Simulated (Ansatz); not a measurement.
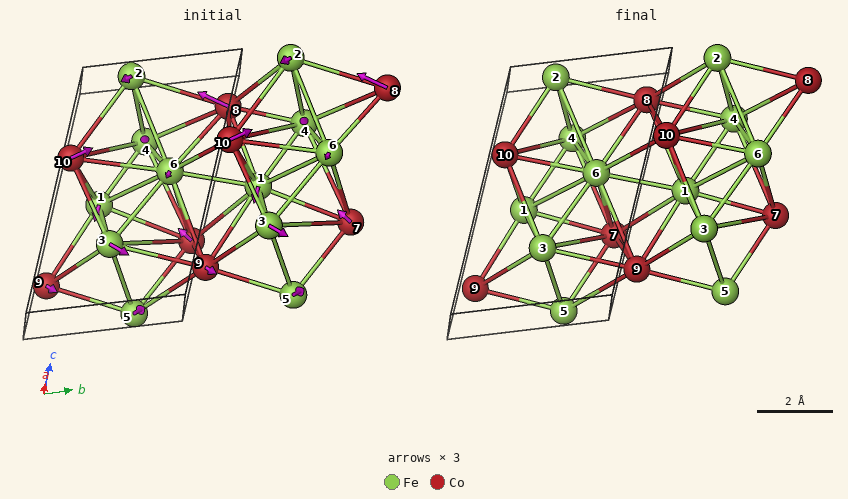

The structure of a crystal of Fe₃Co₂ (a generated structure, set up in P1) (coarse preliminary run) before (left) and after (right) a relaxation, at one scale. The purple arrows give the displacements (the part carried along by the change of the cell is left out), magnified 3 times.

Style: ball-and-stick. Shown: the cell of the calculation, reduced to other axes, repeated 1 × 2 × 1 with one cell outlined, from a free direction. Lengths and directions refer to the drawn axes.

Theory: DFT PBE, scalar-relativistic, plane waves, PAW in Ansatz.

Input
```yaml
crystal:
  lattice:
    - [-1.9825157004, -3.5103225854, -0.0346242913]
    - [1.9718279164, 1.2170144465, 4.0933442253]
    - [-5.8797296099, 3.4711681384, 0.0334168496]
  atoms:
    - { symbol: Fe, position: [0.3459600088, 0.7033045553, 0.4877947659], spin: 2.89 }
    - { symbol: Fe, position: [0.8156910917, 0.6763106111, 0.9545260083], spin: 2.89 }
    - { symbol: Fe, position: [0.7968239537, 0.5680258605, 0.2726672807], spin: 2.75 }
    - { symbol: Fe, position: [0.2838091456, 0.5044248746, 0.7453659464], spin: 2.75 }
    - { symbol: Fe, position: [0.1228771169, 0.3180892889, 0.0340638257], spin: 2.89 }
    - { symbol: Fe, position: [0.6336066128, 0.2900780827, 0.5608007001], spin: 2.89 }
    - { symbol: Co, position: [0.048950409, 0.0607748596, 0.3310841128], spin: 2.07 }
    - { symbol: Co, position: [0.5223304437, 0.0149138888, 0.8223121294], spin: 2.07 }
    - { symbol: Co, position: [0.4712465431, 0.9206775029, 0.1638117768], spin: 2.07 }
    - { symbol: Co, position: [0.9587046747, 0.9434004756, 0.6275734539], spin: 2.07 }
basis:
  ecutwfc: 420
kpoints:
  mp_grid: { grid: [6, 6, 4] }
hamiltonian:
  xc: pbe
scf:
  occupations: { method: gaussian, width: 0.2 }
  lower_state_search: "off"
output:
  forces: true
  stress: true
  eigenvalues: true
  populations: true
magnetization:
  spin_polarized: true
relax:
  adjacent_minimum: "off"
  f_tol: 0.025
  max_steps: 60
  cell: { stress_tol: 0.25 }
```

Command:
```bash
ansatz run input.yaml --threads 4 --pin off --max-ram 8192MiB --backend cpu --events-out ev --progress --plain --runs-dir out
```

> Describe what moved and what it gained.

The run was cut off at its time limit before the relaxation converged, so the last structure is only a point on the way. Co8 moves most relative to the cell: 0.31 Å along [2 −3 1]. Largest moves by element: Co 0.31 Å, Fe 0.21 Å. The volume changes by +2.0 %, with a 4.032 → 4.033 Å (0.0 %), b 4.662 → 4.725 Å (+1.4 %), c 6.828 → 6.905 Å (+1.1 %), α 75.9° → 75.3°, β 88.9° → 89.9°. Some distances before and after: Fe3–Co8 3.345 → 2.930 Å, Fe3–Co7 2.016 → 2.370 Å, Fe1–Co8 2.321 → 2.673 Å, Fe4–Co8 2.086 → 2.387 Å. The space group stays P1 (No. 1). After 2 geometry steps the energy has fallen by 312 meV per atom. Largest force component: 4.9 eV/Å at the start, 1 eV/Å at the end. Pressure: 14.74 GPa at the start and 1.61 GPa at the end. Cost: 9.1 min on 4 threads of Intel(R) Xeon(R) Processor @ 2.50GHz (Skylake/Cascade Lake) (shared host), peak memory 1.6 GiB.
